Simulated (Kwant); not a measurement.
System: wire with a row of barriers in a Ge (holes) two-dimensional gas. Effective mass 0.06 mₑ, grid spacing 12 nm, hard walls, nominal width 300 nm (25 grid rows, so walls 312 nm apart), one parabolic valley, scattering region 1200 nm long along x; energies count from the band bottom; Fermi energy swept from 5.5708e-05 to 0.00066153 eV. 2 barrier(s) across the wire, height 0.0098 eV, thickness 48 nm (about 4 grid columns), spaced by 72 nm.

The device is made up for the run: typed textbook-type constants, with dimensions and the other settings drawn at random.

Computed with Kwant: effective-mass tight-binding model on a square grid, one spin, coherent transport at 0 K. Conductance is in e²/h.

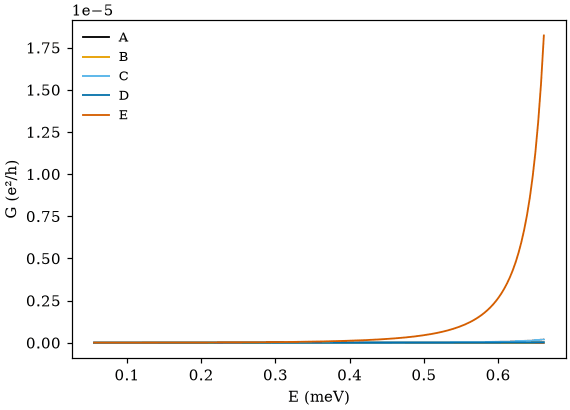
*G (e²/h) of 5 runs*

| E (meV) | A | B | C | D | E |
|---|---|---|---|---|---|
| 0.05571 | 0 | 0 | 0 | 0 | 0 |
| 0.09000 | < 1e-12 | < 1e-12 | 3.4e-11 | 5.3e-12 | 8.2e-10 |
| 0.1243 | 2.6e-12 | < 1e-12 | 9.6e-11 | 1.5e-11 | 2.4e-9 |
| 0.1624 | 5.2e-12 | < 1e-12 | 2.0e-10 | 3.0e-11 | 5.0e-9 |
| 0.1967 | 8.5e-12 | < 1e-12 | 3.3e-10 | 5.0e-11 | 8.4e-9 |
| 0.2310 | 1.3e-11 | 1.4e-12 | 5.1e-10 | 7.7e-11 | 1.3e-8 |
| 0.2691 | 2.1e-11 | 2.1e-12 | 8.2e-10 | 1.2e-10 | 2.2e-8 |
| 0.3034 | 3.1e-11 | 3.2e-12 | 1.3e-9 | 1.9e-10 | 3.5e-8 |
| 0.3377 | 4.6e-11 | 4.7e-12 | 1.9e-9 | 2.8e-10 | 5.4e-8 |
| 0.3758 | 6.9e-11 | 7.0e-12 | 2.9e-9 | 4.2e-10 | 8.6e-8 |
| 0.4101 | 1.0e-10 | 1.0e-11 | 4.4e-9 | 6.2e-10 | 1.3e-7 |
| 0.4443 | 1.5e-10 | 1.4e-11 | 6.5e-9 | 9.1e-10 | 2.1e-7 |
| 0.4824 | 2.2e-10 | 2.1e-11 | 1.0e-8 | 1.4e-9 | 3.5e-7 |
| 0.5167 | 3.3e-10 | 3.1e-11 | 1.6e-8 | 2.1e-9 | 5.7e-7 |
| 0.5510 | 5.0e-10 | 4.6e-11 | 2.6e-8 | 3.3e-9 | 1.0e-6 |
| 0.5891 | 8.2e-10 | 7.3e-11 | 4.6e-8 | 5.6e-9 | 2.1e-6 |
| 0.6234 | 1.4e-9 | 1.2e-10 | 8.5e-8 | 9.8e-9 | 4.8e-6 |
| 0.6615 | 2.6e-9 | 2.1e-10 | 2.0e-7 | 2.0e-8 | 1.8e-5 |

Problem. Column A is the base. The others each differ by one change: barrier height 0.0098 → 0.0049 eV; barrier height 0.0098 → 0.0069 eV; barrier height 0.0098 → 0.0083 eV; barrier height 0.0098 → 0.012 eV. Which is which?

Solution. B: barrier height 0.0098 → 0.012 eV; C: barrier height 0.0098 → 0.0069 eV; D: barrier height 0.0098 → 0.0083 eV; E: barrier height 0.0098 → 0.0049 eV.
